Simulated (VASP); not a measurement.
Band structure of Ag3Pd (space group I4/mmm). Level of theory: PBEsol GGA, VASP's PBE PAW potentials (set 64) (plane waves; VASP 6.6.1).

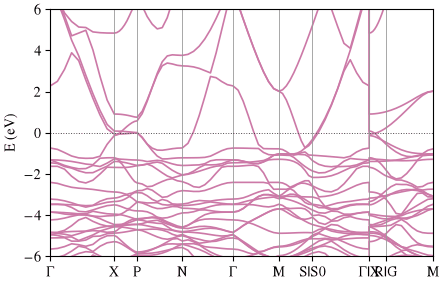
Figure: Bands along high-symmetry lines, zero at the valence-band maximum or, without a gap, the Fermi level

**Question.** Read the plot: is there a gap, and where are the band edges?

**Answer.** It has no gap at this level: it comes out as a metal or semimetal. (Edges off the drawn lines would not show.)

The structure comes from a computed database's Ag3Pd entry (I4/mmm); how it stands against other phases isn't given here. It was relaxed first. The electron count is odd and the run is not spin-polarised, which forces a metal.
